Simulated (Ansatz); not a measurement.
# MoHO (quartet): wB97M-V, B2PLYP over vertical spin and charge gaps, def2-QZVPP

Aim: run MoHO (quartet) with these functionals over vertical spin and charge gaps, and hold them against the top wave-function level at the same points.

Program: Ansatz 0.2.0, Gaussian basis. Level of theory: def2-QZVPP, all electrons in the functionals, frozen cores in the correlation of double hybrids and RPA. These are calculated values, not measurements.

The runs, in order: wB97M-V, B2PLYP, at charge 0, quartet; charge 0, doublet; charge 0, sextet; charge 1, triplet; charge 1, quintet.

### Step 1. What is computed

The geometry is a PBE0/def2-TZVP stationary point (not a proven minimum). No spin-orbit coupling is included. Elements past krypton take def2 core potentials.

3 atoms, charge 0, spin multiplicity 4.

Atoms are counted from 1 here; the program's logs count them from 0.

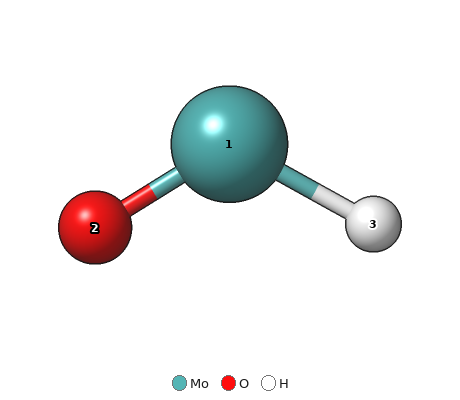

The structure; molybdenum teal, oxygen red, hydrogen white; atoms are numbered from 1 in the order of the file.

No dispersion term is added; wB97M-V holds VV10 nonlocal correlation.

The geometry shown and the zero of energy belong to the point charge 0, quartet. The yardstick, UCCSD(T), and other wave-function levels (R restricted, U unrestricted, valence and pair active spaces) come from earlier runs.

### Step 2. wB97M-V, charge 0, quartet

in.yaml reads:

```yaml
crystal:
  periodic: [false, false, false]
  atoms:
    - {symbol: Mo, position_ang: [0.000000, -0.034652, 0.225883]}
    - {symbol: O, position_ang: [0.000000, 0.119816, -1.430599]}
    - {symbol: H, position_ang: [0.000000, 1.396431, 1.207924]}
basis:
  gaussian: {orbitals: "def2-QZVPP.json"}
magnetization: {spin_polarized: true, initial_magnetization: 3}
hamiltonian: {xc: {name: wB97M-V}}
output: {orbitals: {seedname: orbitals}}
```

Launch:

```
$ ansatz run in.yaml --threads 2 --pin off --events-out ev --progress --plain --max-ram 24576MiB --backend cuda --devices 0, --max-vram 18GiB
```

What it wrote (excerpt; [...] marks lines left out):

```text
Functional definition: wB97M-V
  name "wB97M-V"
  cite "Mardirossian & Head-Gordon, J. Chem. Phys. 144, 214110 (2016) doi:10.1063/1.4952647"
  cite "Becke, J. Chem. Phys. 107, 8554 (1997) doi:10.1063/1.475007"
  cite "Vydrov & Van Voorhis, J. Chem. Phys. 133, 244103 (2010) doi:10.1063/1.3521275"
  # Of w^i u^j: cxij and so on, Table III.
[...]
  gx(w, u) = 1 - cx + cx01*u + cx10*w
  gss(w, u) = css00 + css04*u^4 + css10*w + css20*w^2 + css43*w^4*u^3
  gos(w, u) = cos00 + cos10*w + (cos20 + cos21*u)*w^2 + (cos60 + cos61*u)*w^6
[...]
      + integral(e_c_pw_mod_opposite_spin*gos(b97_w_opposite, b97_u_opposite)) + vv10(b, c)
636 factors; their error is unknown
159 factors; integrals over basis functions are off by at most 3.7e-5 eV
[...]
mean field -3915.74669632 eV, -143.9010369014 hartree, gradient 3.3e-5 eV, S^2 3.774018; 3 other end points of the search recorded, 0 dependent functions left out
reference -3915.74675136 eV, -143.9010389239 hartree; 13, 10 occupied and 155, 158 virtual orbitals, 636 factors
Total energy: -3915.74675136 eV, -143.9010389239 hartree
```

It took 29 s on 1 × H100 (card shared with other runs) with 2 threads of AMD EPYC 7R13, shared host; peak host memory 0.94 GiB.

From the report: ⟨S²⟩ of the determinant 3.774 (pure quartet: 3.75).

### Step 3. wB97M-V, charge 0, doublet

Changes to in.yaml since step 2:

```diff
@@ -8,3 +8,3 @@
   gaussian: {orbitals: "def2-QZVPP.json"}
-magnetization: {spin_polarized: true, initial_magnetization: 3}
+magnetization: {spin_polarized: true, initial_magnetization: 1}
 hamiltonian: {xc: {name: wB97M-V}}
```

The command is unchanged.

What it wrote (excerpt; [...] marks lines left out):

```text
Functional definition: wB97M-V
  name "wB97M-V"
  cite "Mardirossian & Head-Gordon, J. Chem. Phys. 144, 214110 (2016) doi:10.1063/1.4952647"
  cite "Becke, J. Chem. Phys. 107, 8554 (1997) doi:10.1063/1.475007"
  cite "Vydrov & Van Voorhis, J. Chem. Phys. 133, 244103 (2010) doi:10.1063/1.3521275"
  # Of w^i u^j: cxij and so on, Table III.
[...]
  gx(w, u) = 1 - cx + cx01*u + cx10*w
  gss(w, u) = css00 + css04*u^4 + css10*w + css20*w^2 + css43*w^4*u^3
  gos(w, u) = cos00 + cos10*w + (cos20 + cos21*u)*w^2 + (cos60 + cos61*u)*w^6
[...]
      + integral(e_c_pw_mod_opposite_spin*gos(b97_w_opposite, b97_u_opposite)) + vv10(b, c)
636 factors; their error is unknown
159 factors; integrals over basis functions are off by at most 3.7e-5 eV
[...]
mean field -3915.30623443 eV, -143.8848502254 hartree, gradient 8.1e-6 eV, S^2 1.402279; 15 other end points of the search recorded, 0 dependent functions left out
reference -3915.30628916 eV, -143.8848522367 hartree; 12, 11 occupied and 156, 157 virtual orbitals, 636 factors
Total energy: -3915.30628916 eV, -143.8848522367 hartree
```

Wall time 85 s (1 × H100 (card shared with other runs) with 2 threads of AMD EPYC 7R13, shared host); peak host memory 0.96 GiB.

From the report: ⟨S²⟩ of the determinant 1.402 (pure doublet: 0.75). The determinant of wB97M-V (⟨S²⟩ 1.40) is far from a pure spin state, so its energy mixes those of several spin states; that is harmless only where they are near-degenerate.

From charge 0, quartet: +10.2 kcal/mol.

### Step 4. wB97M-V, charge 0, sextet

Changes to in.yaml since step 3:

```diff
@@ -8,3 +8,3 @@
   gaussian: {orbitals: "def2-QZVPP.json"}
-magnetization: {spin_polarized: true, initial_magnetization: 1}
+magnetization: {spin_polarized: true, initial_magnetization: 5}
 hamiltonian: {xc: {name: wB97M-V}}
```

The command is unchanged.

What it wrote (excerpt; [...] marks lines left out):

```text
Functional definition: wB97M-V
  name "wB97M-V"
  cite "Mardirossian & Head-Gordon, J. Chem. Phys. 144, 214110 (2016) doi:10.1063/1.4952647"
  cite "Becke, J. Chem. Phys. 107, 8554 (1997) doi:10.1063/1.475007"
  cite "Vydrov & Van Voorhis, J. Chem. Phys. 133, 244103 (2010) doi:10.1063/1.3521275"
  # Of w^i u^j: cxij and so on, Table III.
[...]
  gx(w, u) = 1 - cx + cx01*u + cx10*w
  gss(w, u) = css00 + css04*u^4 + css10*w + css20*w^2 + css43*w^4*u^3
  gos(w, u) = cos00 + cos10*w + (cos20 + cos21*u)*w^2 + (cos60 + cos61*u)*w^6
[...]
      + integral(e_c_pw_mod_opposite_spin*gos(b97_w_opposite, b97_u_opposite)) + vv10(b, c)
636 factors; their error is unknown
159 factors; integrals over basis functions are off by at most 3.7e-5 eV
[...]
mean field -3911.83194868 eV, -143.7571725790 hartree, gradient 2.1e-5 eV, S^2 8.759627; 4 other end points of the search recorded, 0 dependent functions left out
reference -3911.83200879 eV, -143.7571747882 hartree; 14, 9 occupied and 154, 159 virtual orbitals, 636 factors
Total energy: -3911.83200879 eV, -143.7571747882 hartree
```

Run time: 20 s. Hardware: 1 × H100 (card shared with other runs) with 2 threads of AMD EPYC 7R13, shared host; peak host memory 0.94 GiB.

From the report: ⟨S²⟩ of the determinant 8.760 (pure sextet: 8.75).

From charge 0, quartet: +90.3 kcal/mol.

### Step 5. wB97M-V, charge 1, triplet

Changes to in.yaml since step 4:

```diff
@@ -8,3 +8,4 @@
   gaussian: {orbitals: "def2-QZVPP.json"}
-magnetization: {spin_polarized: true, initial_magnetization: 5}
+total_charge: 1
+magnetization: {spin_polarized: true, initial_magnetization: 2}
 hamiltonian: {xc: {name: wB97M-V}}
```

Launched as before.

What it wrote (excerpt; [...] marks lines left out):

```text
Functional definition: wB97M-V
  name "wB97M-V"
  cite "Mardirossian & Head-Gordon, J. Chem. Phys. 144, 214110 (2016) doi:10.1063/1.4952647"
  cite "Becke, J. Chem. Phys. 107, 8554 (1997) doi:10.1063/1.475007"
  cite "Vydrov & Van Voorhis, J. Chem. Phys. 133, 244103 (2010) doi:10.1063/1.3521275"
  # Of w^i u^j: cxij and so on, Table III.
[...]
  gx(w, u) = 1 - cx + cx01*u + cx10*w
  gss(w, u) = css00 + css04*u^4 + css10*w + css20*w^2 + css43*w^4*u^3
  gos(w, u) = cos00 + cos10*w + (cos20 + cos21*u)*w^2 + (cos60 + cos61*u)*w^6
[...]
      + integral(e_c_pw_mod_opposite_spin*gos(b97_w_opposite, b97_u_opposite)) + vv10(b, c)
636 factors; their error is unknown
159 factors; integrals over basis functions are off by at most 3.7e-5 eV
[...]
mean field -3907.68534741 eV, -143.6047877929 hartree, gradient 6.8e-5 eV, S^2 2.034369; 3 other end points of the search recorded, 0 dependent functions left out
reference -3907.68539267 eV, -143.6047894562 hartree; 12, 10 occupied and 156, 158 virtual orbitals, 636 factors
Total energy: -3907.68539267 eV, -143.6047894562 hartree
```

Run time: 8 s. Hardware: 1 × H100 (card shared with other runs) with 2 threads of AMD EPYC 7R13, shared host; peak host memory 0.92 GiB.

From the report: ⟨S²⟩ of the determinant 2.034 (pure triplet: 2.00).

From charge 0, quartet: +185.9 kcal/mol.

### Step 6. wB97M-V, charge 1, quintet

Changes to in.yaml since step 5:

```diff
@@ -9,3 +9,3 @@
 total_charge: 1
-magnetization: {spin_polarized: true, initial_magnetization: 2}
+magnetization: {spin_polarized: true, initial_magnetization: 4}
 hamiltonian: {xc: {name: wB97M-V}}
```

Same command.

What it wrote (excerpt; [...] marks lines left out):

```text
Functional definition: wB97M-V
  name "wB97M-V"
  cite "Mardirossian & Head-Gordon, J. Chem. Phys. 144, 214110 (2016) doi:10.1063/1.4952647"
  cite "Becke, J. Chem. Phys. 107, 8554 (1997) doi:10.1063/1.475007"
  cite "Vydrov & Van Voorhis, J. Chem. Phys. 133, 244103 (2010) doi:10.1063/1.3521275"
  # Of w^i u^j: cxij and so on, Table III.
[...]
  gx(w, u) = 1 - cx + cx01*u + cx10*w
  gss(w, u) = css00 + css04*u^4 + css10*w + css20*w^2 + css43*w^4*u^3
  gos(w, u) = cos00 + cos10*w + (cos20 + cos21*u)*w^2 + (cos60 + cos61*u)*w^6
[...]
      + integral(e_c_pw_mod_opposite_spin*gos(b97_w_opposite, b97_u_opposite)) + vv10(b, c)
636 factors; their error is unknown
159 factors; integrals over basis functions are off by at most 3.7e-5 eV
[...]
mean field -3904.66997427 eV, -143.4939748739 hartree, gradient 1.1e-5 eV, S^2 6.022787; 3 other end points of the search recorded, 0 dependent functions left out
reference -3904.67001880 eV, -143.4939765105 hartree; 13, 9 occupied and 155, 159 virtual orbitals, 636 factors
Total energy: -3904.67001880 eV, -143.4939765105 hartree
```

Wall time 12 s (1 × H100 (card shared with other runs) with 2 threads of AMD EPYC 7R13, shared host); peak host memory 0.95 GiB.

From the report: ⟨S²⟩ of the determinant 6.023 (pure quintet: 6.00).

From charge 0, quartet: +255.4 kcal/mol.

### Step 7. B2PLYP, charge 0, quartet

in.yaml reads:

```yaml
crystal:
  periodic: [false, false, false]
  atoms:
    - {symbol: Mo, position_ang: [0.000000, -0.034652, 0.225883]}
    - {symbol: O, position_ang: [0.000000, 0.119816, -1.430599]}
    - {symbol: H, position_ang: [0.000000, 1.396431, 1.207924]}
basis:
  gaussian: {orbitals: "def2-QZVPP.json"}
magnetization: {spin_polarized: true, initial_magnetization: 3}
hamiltonian: {xc: {name: B2PLYP}}
correlation: {electrons: outside_noble_gas}
```

Same command.

What it wrote (excerpt; [...] marks lines left out):

```text
Functional definition: B2PLYP
  name "B2PLYP"
  cite "Grimme, J. Chem. Phys. 124, 034108 (2006) doi:10.1063/1.2148954"
  cite "Becke, Phys. Rev. A 38, 3098 (1988) doi:10.1103/PhysRevA.38.3098"
  cite "Lee, Yang & Parr, Phys. Rev. B 37, 785 (1988) doi:10.1103/PhysRevB.37.785"
[...]
1094 factors; integrals over basis functions are off by at most 7.1e-4 eV
[...]
mean field -3908.95477954 eV, -143.6514385635 hartree, gradient 8.4e-6 eV, S^2 3.797419; 2 other end points of the search recorded, 0 dependent functions left out
5 core orbitals not correlated: weight in the atoms' cores, before any rotation towards them, 0.978 or more for the frozen orbitals, at most 0.018 for the correlated occupied ones
reference -3908.95491525 eV, -143.6514435506 hartree; 8, 5 occupied and 155, 158 virtual orbitals, 1094 factors
second order -16.11421208 eV of doubles, -0.00000000 eV of singles
Total energy: -3913.30575251 eV, -143.8113338708 hartree
```

It took 18 s on 1 × H100 (card shared with other runs) with 2 threads of AMD EPYC 7R13, shared host; peak host memory 0.89 GiB.

From the report: ⟨S²⟩ of the determinant 3.797 (pure quartet: 3.75).

### Step 8. B2PLYP, charge 0, doublet

Changes to in.yaml since step 7:

```diff
@@ -8,3 +8,3 @@
   gaussian: {orbitals: "def2-QZVPP.json"}
-magnetization: {spin_polarized: true, initial_magnetization: 3}
+magnetization: {spin_polarized: true, initial_magnetization: 1}
 hamiltonian: {xc: {name: B2PLYP}}
```

Same command.

What it wrote (excerpt; [...] marks lines left out):

```text
Functional definition: B2PLYP
  name "B2PLYP"
  cite "Grimme, J. Chem. Phys. 124, 034108 (2006) doi:10.1063/1.2148954"
  cite "Becke, Phys. Rev. A 38, 3098 (1988) doi:10.1103/PhysRevA.38.3098"
  cite "Lee, Yang & Parr, Phys. Rev. B 37, 785 (1988) doi:10.1103/PhysRevB.37.785"
[...]
1094 factors; integrals over basis functions are off by at most 7.1e-4 eV
[...]
mean field -3908.40437607 eV, -143.6312116088 hartree, gradient 2.8e-6 eV, S^2 1.553139; 10 other end points of the search recorded, 0 dependent functions left out
5 core orbitals not correlated: weight in the atoms' cores, before any rotation towards them, 0.982 or more for the frozen orbitals, at most 0.015 for the correlated occupied ones
reference -3908.40451057 eV, -143.6312165517 hartree; 7, 6 occupied and 156, 157 virtual orbitals, 1094 factors
second order -16.80489165 eV of doubles, -0.00000000 eV of singles
Total energy: -3912.94183131 eV, -143.7979600135 hartree
```

It took 54 s on 1 × H100 (card shared with other runs) with 2 threads of AMD EPYC 7R13, shared host; peak host memory 0.9 GiB.

From the report: ⟨S²⟩ of the determinant 1.553 (pure doublet: 0.75). The determinant of B2PLYP (⟨S²⟩ 1.55) is far from a pure spin state, so its energy mixes those of several spin states; that is harmless only where they are near-degenerate.

From charge 0, quartet: +8.4 kcal/mol.

### Step 9. B2PLYP, charge 0, sextet

Changes to in.yaml since step 8:

```diff
@@ -8,3 +8,3 @@
   gaussian: {orbitals: "def2-QZVPP.json"}
-magnetization: {spin_polarized: true, initial_magnetization: 1}
+magnetization: {spin_polarized: true, initial_magnetization: 5}
 hamiltonian: {xc: {name: B2PLYP}}
```

Same command.

What it wrote (excerpt; [...] marks lines left out):

```text
Functional definition: B2PLYP
  name "B2PLYP"
  cite "Grimme, J. Chem. Phys. 124, 034108 (2006) doi:10.1063/1.2148954"
  cite "Becke, Phys. Rev. A 38, 3098 (1988) doi:10.1103/PhysRevA.38.3098"
  cite "Lee, Yang & Parr, Phys. Rev. B 37, 785 (1988) doi:10.1103/PhysRevB.37.785"
[...]
1094 factors; integrals over basis functions are off by at most 7.1e-4 eV
[...]
mean field -3905.36617244 eV, -143.5195596849 hartree, gradient 2.5e-6 eV, S^2 8.763196; 9 other end points of the search recorded, 0 dependent functions left out
5 core orbitals not correlated: weight in the atoms' cores, before any rotation towards them, 0.972 or more for the frozen orbitals, at most 0.023 for the correlated occupied ones
reference -3905.36631112 eV, -143.5195647812 hartree; 9, 4 occupied and 154, 159 virtual orbitals, 1094 factors
second order -12.96054967 eV of doubles, -0.00000000 eV of singles
Total energy: -3908.86565953 eV, -143.6481634633 hartree
```

Wall time 20 s (1 × H100 (card shared with other runs) with 2 threads of AMD EPYC 7R13, shared host); peak host memory 0.89 GiB.

From the report: ⟨S²⟩ of the determinant 8.763 (pure sextet: 8.75).

From charge 0, quartet: +102.4 kcal/mol.

### Step 10. B2PLYP, charge 1, triplet

Changes to in.yaml since step 9:

```diff
@@ -8,3 +8,4 @@
   gaussian: {orbitals: "def2-QZVPP.json"}
-magnetization: {spin_polarized: true, initial_magnetization: 5}
+total_charge: 1
+magnetization: {spin_polarized: true, initial_magnetization: 2}
 hamiltonian: {xc: {name: B2PLYP}}
```

Launched as before.

What it wrote (excerpt; [...] marks lines left out):

```text
Functional definition: B2PLYP
  name "B2PLYP"
  cite "Grimme, J. Chem. Phys. 124, 034108 (2006) doi:10.1063/1.2148954"
  cite "Becke, Phys. Rev. A 38, 3098 (1988) doi:10.1103/PhysRevA.38.3098"
  cite "Lee, Yang & Parr, Phys. Rev. B 37, 785 (1988) doi:10.1103/PhysRevB.37.785"
[...]
1094 factors; integrals over basis functions are off by at most 7.1e-4 eV
[...]
mean field -3900.90931284 eV, -143.3557731154 hartree, gradient 5.9e-6 eV, S^2 2.103745; 2 other end points of the search recorded, 0 dependent functions left out
5 core orbitals not correlated: weight in the atoms' cores, before any rotation towards them, 0.980 or more for the frozen orbitals, at most 0.017 for the correlated occupied ones
reference -3900.90944092 eV, -143.3557778225 hartree; 7, 5 occupied and 156, 158 virtual orbitals, 1094 factors
second order -16.64773249 eV of doubles, -0.00000000 eV of singles
Total energy: -3905.40432869 eV, -143.5209619014 hartree
```

Wall time 7.5 s (1 × H100 (card shared with other runs) with 2 threads of AMD EPYC 7R13, shared host); peak host memory 0.9 GiB.

From the report: ⟨S²⟩ of the determinant 2.104 (pure triplet: 2.00).

From charge 0, quartet: +182.2 kcal/mol.

### Step 11. B2PLYP, charge 1, quintet

Changes to in.yaml since step 10:

```diff
@@ -9,3 +9,3 @@
 total_charge: 1
-magnetization: {spin_polarized: true, initial_magnetization: 2}
+magnetization: {spin_polarized: true, initial_magnetization: 4}
 hamiltonian: {xc: {name: B2PLYP}}
```

Same command.

What it wrote (excerpt; [...] marks lines left out):

```text
Functional definition: B2PLYP
  name "B2PLYP"
  cite "Grimme, J. Chem. Phys. 124, 034108 (2006) doi:10.1063/1.2148954"
  cite "Becke, Phys. Rev. A 38, 3098 (1988) doi:10.1103/PhysRevA.38.3098"
  cite "Lee, Yang & Parr, Phys. Rev. B 37, 785 (1988) doi:10.1103/PhysRevB.37.785"
[...]
1094 factors; integrals over basis functions are off by at most 7.1e-4 eV
[...]
mean field -3898.26595369 eV, -143.2586314586 hartree, gradient 9.1e-6 eV, S^2 6.047468; 4 other end points of the search recorded, 0 dependent functions left out
5 core orbitals not correlated: weight in the atoms' cores, before any rotation towards them, 0.979 or more for the frozen orbitals, at most 0.017 for the correlated occupied ones
reference -3898.26607958 eV, -143.2586360850 hartree; 8, 4 occupied and 155, 159 virtual orbitals, 1094 factors
second order -15.75663357 eV of doubles, -0.00000000 eV of singles
Total energy: -3902.52037065 eV, -143.4149783979 hartree
```

It took 5.5 s on 1 × H100 (card shared with other runs) with 2 threads of AMD EPYC 7R13, shared host; peak host memory 0.89 GiB.

From the report: ⟨S²⟩ of the determinant 6.047 (pure quintet: 6.00).

From charge 0, quartet: +248.7 kcal/mol.

### Step 12. The comparison

No level is safe as a reference over these points; UCCSD(T) serves as a yardstick only. It comes from earlier runs at the same points. Energies in kcal/mol, counted from charge 0, quartet; blanks weren't run or aren't comparable.

| level | quartet to doublet | quartet to sextet | ionisation to the triplet cation | ionisation to the quintet cation |
| --- | --- | --- | --- | --- |
| UCCSD(T) | 8.1 | 86.6 | 183.6 | 248.2 |
| wB97M-V | 10.2 | 90.3 | 185.9 | 255.4 |
| B2PLYP | 8.4 | 102.4 | 182.2 | 248.7 |

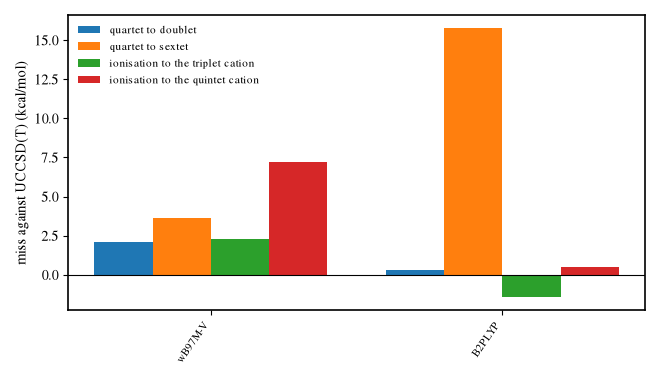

Misses of the gaps against UCCSD(T).

Largest miss and mean time a point (UCCSD(T) took 83 s a point; shared hosts):

| level | largest miss (kcal/mol) | where | time a point |
| --- | --- | --- | --- |
| wB97M-V | +7.2 | ionisation to the quintet cation | 31 s |
| B2PLYP | +15.7 | quartet to sextet | 21 s |

### Step 13. Results

| quantity | value |
| --- | --- |
| quartet to doublet, UCCSD(T) | 8.1 kcal/mol |
| quartet to sextet, UCCSD(T) | 86.6 kcal/mol |
| ionisation to the triplet cation, UCCSD(T) | 183.6 kcal/mol |
| ionisation to the quintet cation, UCCSD(T) | 248.2 kcal/mol |
| largest miss, wB97M-V | +7.2 kcal/mol (ionisation to the quintet cation) |
| largest miss, B2PLYP | +15.7 kcal/mol (quartet to sextet) |

In words: Of the functionals, wB97M-V keep the smallest largest miss at the points compared (at most 7.2 kcal/mol) and B2PLYP strays most (15.7 kcal/mol, at quartet to sextet). wB97M-V, B2PLYP clearly break the spin symmetry at some points (⟨S²⟩ up to 0.80 above the pure value), so energy there is bought with a mixed spin. Functionals and the yardstick converge differently with the basis, so part of each miss in def2-QZVPP is the basis. The yardstick itself may be off where one determinant is a poor start.
